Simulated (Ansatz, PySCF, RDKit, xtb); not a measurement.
**Which structure has the formula CH4Sn?**

Given the formula CH4Sn and nothing else, which arrangement of the atoms is the most stable in the gas at 298.15 K, and what are its properties?

The funnel: GFN2-xTB relaxations, single points with a density functional, relaxations at B3LYP-D3(BJ)/def2-SVP, harmonic vibrations, and a last energy at a higher level. All values are calculated.

6 further runs of the same task are left out: 6 set aside as unsound or not needed.

### Step 1. Possible bonding patterns

A program enumerates the bonding patterns with one Lewis structure each (two rings at most, one unusual centre or charged pair), with their diastereomers. O–O, O–halogen and N–halogen bonds and N–N–N chains are not drawn. That gives 5 candidates.

| label | SMILES | spin |
| --- | --- | --- |
| c229 | [CH2]=[SnH2] | singlet |
| c453 | [CH3][SnH] | triplet |
| c684 | [CH][SnH3] | triplet |
| c886 | [CH3][SnH] | singlet |
| c928 | [CH][SnH3] | singlet |

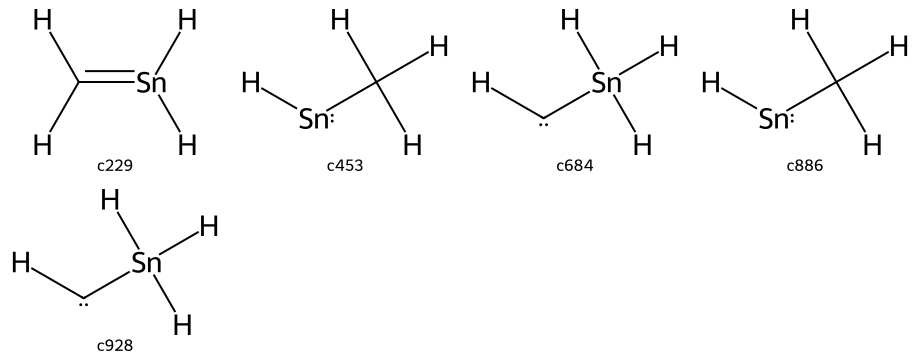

Structural formulas of the candidates.

Candidates are built by distance geometry, with a force field where one applies, in up to four conformers (letters a to d). 6 starts with atoms placed at random are added, to find patterns that the rules miss.

### Step 2. First filter: tight binding

All 13 starts are relaxed the same way. One of them, c571 (atoms placed at random), in full:

Input file start.xyz:

```xyz
6
c571
C      0.488480    -0.346040    -1.888550
Sn    -1.522430    -0.362990     0.090240
H     -1.054460    -0.551410     1.564370
H      0.027820    -1.660240    -0.573700
H     -0.024870     0.448590     1.413110
H      0.355990    -1.657630     0.805150
```

The run is started by

```
$ xtb start.xyz --gfn 2 --opt
```

What it wrote (excerpt; [...] marks lines left out):

```text
* xtb version 6.7.1
[...]
          :  # basis functions                  18          :
[...]
          :  # electrons                        12          :
[...]
          :  Hamiltonian                  GFN2-xTB          :
[...]
          :  net charge                          0          :
          :  unpaired electrons                  0          :
[...]
   *** convergence criteria satisfied after 42 iterations ***
[...]
   *** GEOMETRY OPTIMIZATION CONVERGED AFTER 49 ITERATIONS ***
[...]
   *** convergence criteria satisfied after 3 iterations ***
[...]
         ::                     SUMMARY                     ::
         :::::::::::::::::::::::::::::::::::::::::::::::::::::
         :: total energy              -6.268008136557 Eh    ::
         :: gradient norm              0.000462215570 Eh/a0 ::
         :: HOMO-LUMO gap              2.880559681524 eV    ::
         ::.................................................::
         :: SCC energy                -6.321705379622 Eh    ::
         :: -> isotropic ES            0.003686435655 Eh    ::
         :: -> anisotropic ES          0.005676867602 Eh    ::
         :: -> anisotropic XC          0.000555156309 Eh    ::
         :: -> dispersion             -0.002497322115 Eh    ::
         :: repulsion energy           0.053697243065 Eh    ::
         :: add. restraining           0.000000000000 Eh    ::
         :: total charge              -0.000000000000 e     ::
         :::::::::::::::::::::::::::::::::::::::::::::::::::::
[...]
         6        2.0000           -0.3726139             -10.1393 (HOMO)
         7                         -0.2667553              -7.2588 (LUMO)
[...]
     #   Z          covCN         q      C6AA      α(0)
     1   6 C        3.630    -0.195    24.818     7.173
     2  50 Sn       1.729     0.224   458.119    46.004
     3   1 H        0.872    -0.155     7.987     4.425
     4   1 H        0.924     0.031     2.567     2.506
     5   1 H        0.925     0.046     2.369     2.407
     6   1 H        0.925     0.048     2.339     2.392
[...]
     #   Z sym  total        # sym  WBO       # sym  WBO       # sym  WBO
 ---------------------------------------------------------------------------
     1   6 C    3.955 --     2 Sn   1.088     4 H    0.960     6 H    0.951
                             5 H    0.949
     2  50 Sn   2.180 --     1 C    1.088     3 H    0.964
     3   1 H    0.976 --     2 Sn   0.964
     4   1 H    0.999 --     1 C    0.960
     5   1 H    0.998 --     1 C    0.949
     6   1 H    0.998 --     1 C    0.951
 ---------------------------------------------------------------------------
[...]
molecular dipole:
                 x           y           z       tot (Debye)
 q only:       -0.293       0.146      -0.417
   full:       -0.573       0.336      -0.940       2.926
molecular quadrupole (traceless):
[...]
          | TOTAL ENERGY               -6.268008136557 Eh   |
          | GRADIENT NORM               0.000462215570 Eh/α |
          | HOMO-LUMO GAP               2.880559681524 eV   |
           -------------------------------------------------
[...]
```

Run time: 0.078 s. Hardware: 1 thread of Intel Xeon 6975P-C (Granite Rapids), shared host.

### Step 3. What the search left

13 of the 13 relaxations converged; 6 ended on a minimum already found. 7 distinct structures remain:

| label | start | SMILES after | spin | energy (kcal/mol) | note |
| --- | --- | --- | --- | --- | --- |
| c886a | drawn and random | [CH3][SnH] | singlet | 0.0 |  |
| c874 | random | [CH2][Sn].[H][H] ‡ | singlet | 54.7 | fell apart |
| c376 | random | [CH2][Sn].[H][H] ‡ | singlet | 55.1 | fell apart |
| c567 | random | [CH2][Sn].[H][H] ‡ | singlet | 56.1 | fell apart |
| c928a | drawn | [CH2]=[SnH2] | singlet | 57.8 | bonds changed |
| c453b | drawn | [CH3][SnH] | triplet | 67.5 |  |
| c684a | drawn | [CH][SnH3] | triplet | 137.0 |  |

‡ marks the bonded skeleton alone, with all bonds drawn single: no Lewis structure was assigned that passes a check against the bond lengths.

GFN2-xTB has no spin polarisation, so it can't rank spin states and is rough for open shells.

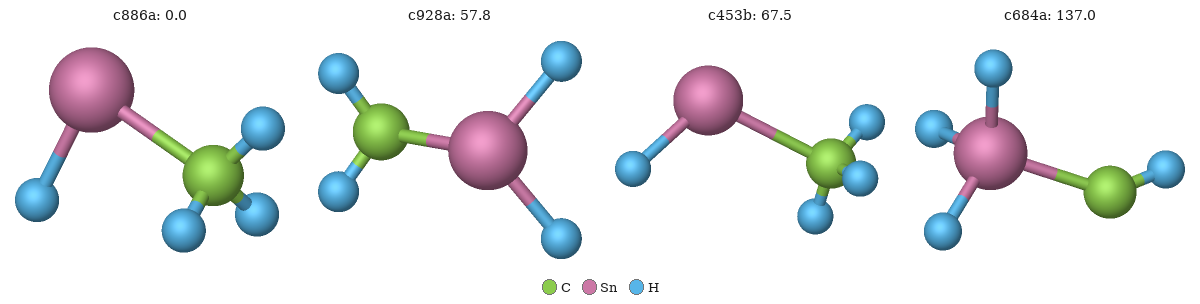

The 4 lowest minima that did not fall apart, with their GFN2-xTB energies in kcal/mol.

### Step 4. Single points on the low minima

A choice of the minima (the low ones first, few conformers of a pattern, up to a cap) and the lowest that fell apart get a single point at r2SCAN-D4/def2-SVP on the tight-binding geometry, and one at HF/STO-3G for comparison. The lowest singlets are also tried as triplets at the same geometry (label ending in t). The first, c886a:

Input file input.yaml:

```yaml
basis:
  gaussian:
    orbitals: def2-SVP
crystal:
  periodic: [false, false, false]
  atoms:
    - {symbol: C, position_ang: [-2.116433, -0.604318, -0.457660]}
    - {symbol: Sn, position_ang: [-0.034981, 0.161325, -0.077617]}
    - {symbol: H, position_ang: [-2.505168, -1.122775, 0.419225]}
    - {symbol: H, position_ang: [-2.815200, 0.196382, -0.705662]}
    - {symbol: H, position_ang: [-2.125079, -1.317892, -1.281975]}
    - {symbol: H, position_ang: [0.620038, -1.511074, 0.245373]}
magnetization:
  spin_polarized: false
hamiltonian:
  xc: r2scan
  dispersion: d4
scf:
  lower_state_search: off
output: {orbitals: {seedname: orbitals}}
```

The run is started by

```
$ ansatz run input.yaml --threads 1 --pin off --max-ram 2610MiB --events-out events.jsonl --progress --plain --runs-dir runs
```

What it wrote (excerpt; [...] marks lines left out):

```text
Warning: RAYON_NUM_THREADS=1 ignored (pool sized by the plan → 1); use --threads N
Functional definition: r2SCAN
  name "r2SCAN"
[...]
681 factors; their error is unknown
[...]
mean field -6933.14555067 eV, -254.7883995323 hartree, gradient 1.6e-6 eV, S^2 0.000000; 0 other end points of the search recorded, 0 dependent functions left out
reference -6933.14555981 eV, -254.7883998683 hartree; 16, 16 occupied and 44, 44 virtual orbitals, 681 factors
Total energy: -6933.16515626 eV, -254.7891200245 hartree
Checks for a lower state left out: stability, starts, cluster_reference, orbital_swaps, neighbouring_geometries, increment
```

It took 0.68 s on 1 thread of Intel Xeon 6975P-C (Granite Rapids), shared host.

Relative energies in kcal/mol, each column from its lowest structure that stays in one piece:

| label | SMILES | spin | GFN2-xTB | HF/STO-3G | r2SCAN-D4/def2-SVP |
| --- | --- | --- | --- | --- | --- |
| c886a | [CH3][SnH] | singlet | 0.0 | 0.0 | 0.0 |
| c453b | [CH3][SnH] | triplet | 67.5 | 19.2 | 27.6 |
| c928a | [CH2]=[SnH2] | singlet | 57.8 | 45.9 | 40.6 |
| c874 | [CH2][Sn].[H][H] ‡ | singlet | 54.7 | 84.1 | 43.5 |
| c928at | [CH2]=[SnH2] | triplet | – | – | 68.3 |
| c684a | [CH][SnH3] | triplet | 137.0 | 21.0 | 85.0 |

‡ marks the bonded skeleton alone, with all bonds drawn single: no Lewis structure was assigned that passes a check against the bond lengths.

### Step 5. Third filter: density-functional geometries

3 candidates are relaxed at B3LYP-D3(BJ)/def2-SVP (chosen among the lowest in one piece, with other spins of them). The first, c886a:

Input file input.yaml:

```yaml
crystal:
  periodic: [false, false, false]
  atoms:
    - symbol: C
      position_ang: [-2.116433, -0.604318, -0.457660]
    - symbol: Sn
      position_ang: [-0.034981, 0.161325, -0.077617]
    - symbol: H
      position_ang: [-2.505168, -1.122775, 0.419225]
    - symbol: H
      position_ang: [-2.815200, 0.196382, -0.705662]
    - symbol: H
      position_ang: [-2.125079, -1.317892, -1.281975]
    - symbol: H
      position_ang: [0.620038, -1.511074, 0.245373]
basis:
  gaussian:
    orbitals: def2-SVP
hamiltonian:
  xc: {name: B3LYP}
  dispersion: d3bj
scf:
  lower_state_search: "off"
relax:
  f_tol: 0.003
```

The run is started by

```
$ ansatz run input.yaml --threads 1 --pin off --max-ram 2610MiB --events-out events.jsonl --progress --plain --runs-dir runs
```

What it wrote (excerpt; [...] marks lines left out):

```text
Warning: RAYON_NUM_THREADS=1 ignored (pool sized by the plan → 1); use --threads N
[...]
Functional definition: B3LYP
  name "B3LYP"
[...]
756 factors; integrals over basis functions are off by at most 2.7e-4 eV
[...]
mean field -6934.00181646 eV, -254.8198667195 hartree, gradient 4.1e-6 eV, S^2 0.000000; 0 other end points of the search recorded, 0 dependent functions left out
[...]
reference -6934.00202029 eV, -254.8198742101 hartree; 16, 16 occupied and 44, 44 virtual orbitals, 756 factors
relax step   1: F+E_penalty+E_count = -6934.17687159 eV  Δ(F+E_penalty+E_count) = +0.000e0 eV  max|allowed force component| = 4.070e-1 eV/Å  Δτ_max = 0.0000 Å  (13 SCF iters, accepted)
[...]
relax step   5: F+E_penalty+E_count = -6934.19771256 eV  Δ(F+E_penalty+E_count) = -5.303e-5 eV  max|allowed force component| = 4.078e-3 eV/Å  Δτ_max = 0.0029 Å  (13 SCF iters, accepted)
[...]
relax step   6: F+E_penalty+E_count = -6934.19771378 eV  Δ(F+E_penalty+E_count) = -1.215e-6 eV  max|allowed force component| = 5.463e-4 eV/Å  Δτ_max = 0.0007 Å  (12 SCF iters, accepted)
Total energy: -6934.19791636 eV, -254.8270732581 hartree
Atom 0 at    -2.110407    -0.598097    -0.457334 Å, force     0.000146     0.000461     0.000046 eV/Å
Atom 1 at    -0.051533     0.156217    -0.084045 Å, force     0.000546     0.000414    -0.000114 eV/Å
Atom 2 at    -2.470283    -1.133875     0.437823 Å, force    -0.000087    -0.000188     0.000028 eV/Å
Atom 3 at    -2.813112     0.210643    -0.704653 Å, force    -0.000273    -0.000440     0.000033 eV/Å
Atom 4 at    -2.087571    -1.328350    -1.284377 Å, force    -0.000023     0.000013    -0.000093 eV/Å
Atom 5 at     0.556085    -1.504890     0.234270 Å, force    -0.000311    -0.000260     0.000100 eV/Å
Dipole moment:    -0.075955     0.080453    -0.025706 e Å
Checks for a lower state left out: stability, starts, cluster_reference, orbital_swaps, neighbouring_geometries, increment
```

Run time: 5.7 s. Hardware: 1 thread of Intel Xeon 6975P-C (Granite Rapids), shared host.

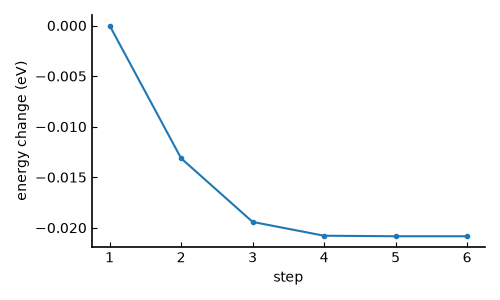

Energy along the run, all evaluated steps.

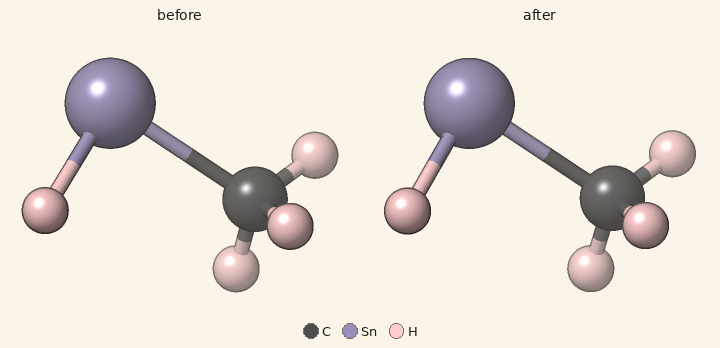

Before and after, at one scale.

After the run. Bond lengths: C1–Sn2 2.224 Å, C1–H3 1.104 Å, C1–H4 1.100 Å, C1–H5 1.104 Å, Sn2–H6 1.797 Å. Angles: C1–Sn2–H6 91.7°, Sn2–C1–H3 109.3°, Sn2–C1–H4 112.3°, Sn2–C1–H5 109.3°, H3–C1–H4 109.3°, H3–C1–H5 107.1°, H4–C1–H5 109.4°.

### Step 6. The relaxed candidates

| label | spin | r2SCAN-D4/def2-SVP (kcal/mol) | B3LYP-D3(BJ)/def2-SVP, relaxed (kcal/mol) | time |
| --- | --- | --- | --- | --- |
| c886a | singlet | 0.0 | 0.0 | 5.7 s |
| c453b | triplet | 27.6 | 30.7 | 23 s |
| c928a | singlet | 40.6 | 40.2 | 8.4 s |

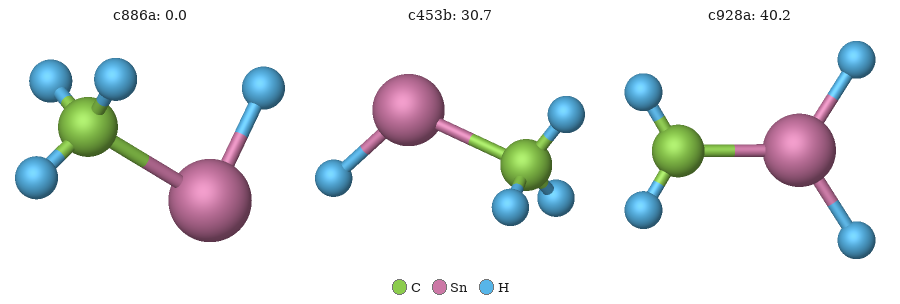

The relaxed structures, with energies at B3LYP-D3(BJ)/def2-SVP in kcal/mol.

### Step 7. Vibrations and thermal terms

The lowest few in one piece go on as finalists. Harmonic vibrations at B3LYP-D3(BJ)/def2-SVP test each finalist and give the zero-point energy and the thermal terms. The first, c886a:

Input file input.yaml:

```yaml
crystal:
  periodic: [false, false, false]
  atoms:
    - {symbol: C, position_ang: [-2.110407, -0.598097, -0.457334]}
    - {symbol: Sn, position_ang: [-0.051533, 0.156217, -0.084045]}
    - {symbol: H, position_ang: [-2.470283, -1.133875, 0.437823]}
    - {symbol: H, position_ang: [-2.813112, 0.210643, -0.704653]}
    - {symbol: H, position_ang: [-2.087571, -1.328350, -1.284377]}
    - {symbol: H, position_ang: [0.556085, -1.504890, 0.234270]}
basis:
  gaussian:
    orbitals: def2-SVP
hamiltonian:
  xc: {name: B3LYP}
  dispersion: d3bj
scf:
  lower_state_search: "off"
phonons: {}
```

The run is started by

```
$ ansatz run input.yaml --threads 1 --pin off --max-ram 2610MiB --events-out events.jsonl --progress --plain --runs-dir runs
```

What it wrote (excerpt; [...] marks lines left out):

```text
Warning: RAYON_NUM_THREADS=1 ignored (pool sized by the plan → 1); use --threads N
[... 2 set-up lines as earlier in the session ...]
[...]
756 factors; integrals over basis functions are off by at most 2.9e-4 eV
[...]
mean field -6934.02138461 eV, -254.8205858358 hartree, gradient 2.1e-6 eV, S^2 0.000000; 0 other end points of the search recorded, 0 dependent functions left out
[...]
reference -6934.02158718 eV, -254.8205932802 hartree; 16, 16 occupied and 44, 44 virtual orbitals, 756 factors
[...]
756 factors; integrals over basis functions are off by at most 2.9e-4 eV
[...]
mean field -6934.02127489 eV, -254.8205818039 hartree, gradient 1.9e-6 eV, S^2 0.000000; 0 other end points of the search recorded, 0 dependent functions left out
[...]
reference -6934.02147742 eV, -254.8205892467 hartree; 16, 16 occupied and 44, 44 virtual orbitals, 756 factors
[...]
756 factors; integrals over basis functions are off by at most 2.9e-4 eV
[...]
reference -6934.02158198 eV, -254.8205930891 hartree; 16, 16 occupied and 44, 44 virtual orbitals, 756 factors
Total energy: -6934.19791648 eV, -254.8270732625 hartree
Atom 0 at    -2.110407    -0.598097    -0.457334 Å, force     0.000131     0.000502     0.000026 eV/Å
Atom 1 at    -0.051533     0.156217    -0.084045 Å, force     0.000551     0.000411    -0.000113 eV/Å
Atom 2 at    -2.470283    -1.133875     0.437823 Å, force    -0.000093    -0.000200     0.000048 eV/Å
Atom 3 at    -2.813112     0.210643    -0.704653 Å, force    -0.000255    -0.000461     0.000041 eV/Å
Atom 4 at    -2.087571    -1.328350    -1.284377 Å, force    -0.000020     0.000005    -0.000102 eV/Å
Atom 5 at     0.556085    -1.504890     0.234270 Å, force    -0.000315    -0.000256     0.000100 eV/Å
Dipole moment:    -0.075955     0.080453    -0.025706 e Å
Vibrations: 137.35 463.24 514.85 548.14 780.65 1175.06 1419.39 1426.46 1666.10 3017.84 3104.28 3141.98 cm⁻¹, zero-point energy 1.078374 eV
Checks for a lower state left out: stability, starts, cluster_reference, orbital_swaps, neighbouring_geometries, increment
```

Wall time 30 s (1 thread of Intel Xeon 6975P-C (Granite Rapids), shared host).

### Step 8. Thermal terms of the finalists

At 298.15 K and 1 atm, ideal gas, rigid rotor and harmonic oscillator:

| label | SMILES | spin | point group | lowest mode (cm⁻¹) | zero-point (kcal/mol) | G − E (kcal/mol) |
| --- | --- | --- | --- | --- | --- | --- |
| c886a | [CH3][SnH] | singlet | Cs | 137 | 24.9 | 8.0 |
| c453b | [CH3][SnH] | triplet | Cs | 41 | 25.0 | 6.9 |
| c928a | [CH2]=[SnH2] | singlet | C2v | 105 | 22.3 | 5.8 |

### Step 9. Energies at the top level

Single points at CCSD(T)/def2-TZVPP on the refined geometries decide the order.

c886a, CCSD(T)/def2-TZVPP:

Input file input.yaml:

```yaml
crystal:
  periodic: [false, false, false]
  atoms:
    - symbol: C
      position_ang: [-2.110407, -0.598097, -0.457334]
    - symbol: Sn
      position_ang: [-0.051533, 0.156217, -0.084045]
    - symbol: H
      position_ang: [-2.470283, -1.133875, 0.437823]
    - symbol: H
      position_ang: [-2.813112, 0.210643, -0.704653]
    - symbol: H
      position_ang: [-2.087571, -1.328350, -1.284377]
    - symbol: H
      position_ang: [0.556085, -1.504890, 0.234270]
basis:
  gaussian:
    orbitals: def2-TZVPP
correlation:
  method: ccsd_t
  frozen_orbitals: {C: 1, H: 0, Sn: 4}
```

The run is started by

```
$ ansatz run input.yaml --threads 1 --pin off --max-ram 2610MiB --events-out events.jsonl --progress --plain --runs-dir runs
```

What it wrote (excerpt; [...] marks lines left out):

```text
Warning: RAYON_NUM_THREADS=1 ignored (pool sized by the plan → 1); use --threads N
Functional definition: HF
  name "HF"
[...]
962 factors; integrals over basis functions are off by at most 9.2e-4 eV
[...]
mean field -6898.91675973 eV, -253.5305146662 hartree, gradient 1.0e-6 eV, S^2 0.000000; 0 other end points of the search recorded, 0 dependent functions left out; unrestricted orbitals would lower it
5 core orbitals not correlated: weight in the atoms' cores, before any rotation towards them, 1.000 or more for the frozen orbitals, at most 0.000 for the correlated occupied ones
reference -6898.91675973 eV, -253.5305146662 hartree; 11, 11 occupied and 121, 121 virtual orbitals, 962 factors
second order -13.51381900 eV of doubles, -0.00000000 eV of singles
cycle   1  -13.53826614 eV  change   -2.4e-2 eV  update   8.8e-2
[...]
cycle   9  -13.95863616 eV  change   -4.0e-6 eV  update   1.1e-5
perturbative correction -0.44602564 eV, -0.0163911400 hartree
Total energy: -6913.32142153 eV, -254.0598762236 hartree
```

Run time: 11 s. Hardware: 1 thread of Intel Xeon 6975P-C (Granite Rapids), shared host; peak memory 0.98 GiB.

### Step 10. c453b at CCSD(T)/def2-TZVPP

Input file input.yaml:

```yaml
crystal:
  periodic: [false, false, false]
  atoms:
    - {symbol: C, position_ang: [-2.221579, -0.683843, -0.544899]}
    - {symbol: Sn, position_ang: [-0.116871, -0.159154, -0.056176]}
    - {symbol: H, position_ang: [-2.677813, -1.113976, 0.356886]}
    - {symbol: H, position_ang: [-2.748441, 0.230796, -0.844402]}
    - {symbol: H, position_ang: [-2.203999, -1.407094, -1.371315]}
    - {symbol: H, position_ang: [0.939802, -1.453832, 0.460269]}
basis:
  gaussian:
    orbitals: def2-TZVPP
magnetization:
  spin_polarized: true
  initial_magnetization: 2
correlation:
  method: ccsd_t
  frozen_orbitals: {C: 1, H: 0, Sn: 4}
scf:
  omitted_lower_state_checks: [cluster_reference]
```

The run is started by

```
$ ansatz run input.yaml --threads 1 --pin off --max-ram 2610MiB --events-out events.jsonl --progress --plain --runs-dir runs
```

What it wrote (excerpt; [...] marks lines left out):

```text
Warning: RAYON_NUM_THREADS=1 ignored (pool sized by the plan → 1); use --threads N
[... 2 set-up lines as earlier in the session ...]
[...]
962 factors; integrals over basis functions are off by at most 9.6e-4 eV
[...]
mean field -6898.28102347 eV, -253.5071517897 hartree, gradient 1.0e-6 eV, S^2 2.008464; 0 other end points of the search recorded, 0 dependent functions left out
5 core orbitals not correlated: weight in the atoms' cores, before any rotation towards them, 1.000 or more for the frozen orbitals, at most 0.000 for the correlated occupied ones
reference -6898.28102347 eV, -253.5071517897 hartree; 12, 10 occupied and 120, 122 virtual orbitals, 962 factors
second order -12.89778767 eV of doubles, -0.00000000 eV of singles
cycle   1  -12.97808041 eV  change   -8.0e-2 eV  update   8.5e-2
[...]
cycle  11  -13.38634220 eV  change   -1.3e-5 eV  update   1.5e-5
perturbative correction -0.42502634 eV, -0.0156194299 hartree
Total energy: -6912.09239201 eV, -254.0147102219 hartree
Checks for a lower state left out: cluster_reference
```

Run time: 44 s. Hardware: 1 thread of Intel Xeon 6975P-C (Granite Rapids), shared host; peak memory 2.1 GiB.

For c886a, c928a the log finds that unrestricted Hartree-Fock orbitals lie lower, a sign to watch the closed-shell reference there.

[end of part 1 of 2]
